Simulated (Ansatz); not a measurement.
**Lu: x(Y) = 0.625, 8 atoms, Pmm2**

Start from Lu in the hcp (Mg type) structure (space group P6_3/mmc, No. 194; a = 3.5043 Å, c = 5.4522 Å).

The other end (x = 1) is Y in the hcp (Mg type) structure (space group P6_3/mmc, No. 194): 33.46 Å³/atom, gap zero.

One thing is altered: a fraction x = 0.625 of the Lu sites is given to Y, ordered in a cell of 8 atoms (starting symmetry Pmm2) and fully relaxed.

Calculations: r2SCAN/PAW in Ansatz (an electronic-structure program), scalar-relativistic without spin-orbit coupling. k-mesh 8×7×8 (Γ-centred); smearing 0.05 eV (Fermi–Dirac), for the changed cell.

Volume per atom: 31.82 Å³ (base 28.99 Å³)
Density: 6.32 g/cm³ (base 10.02 g/cm³)
Shortest interatomic distance: 3.488 Å (base 3.395 Å)
Band gap: zero (base zero)
Deviation of the volume from the linear (Vegard-type) interpolation: +0.1 %

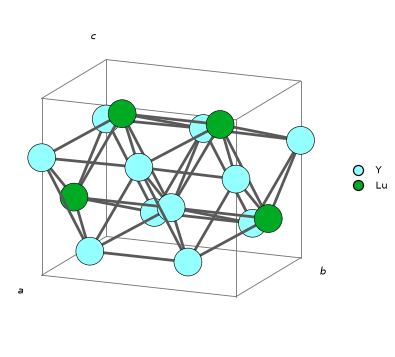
The relaxed conventional cell after the change

Each cell is one ordered arrangement of few atoms, which overstates ordering effects compared with a random alloy. Whether these cells are dynamically stable was not tested. All final runs are without spin polarisation. Y5Lu3 has a high density of states at the Fermi level and may be magnetic at this level.
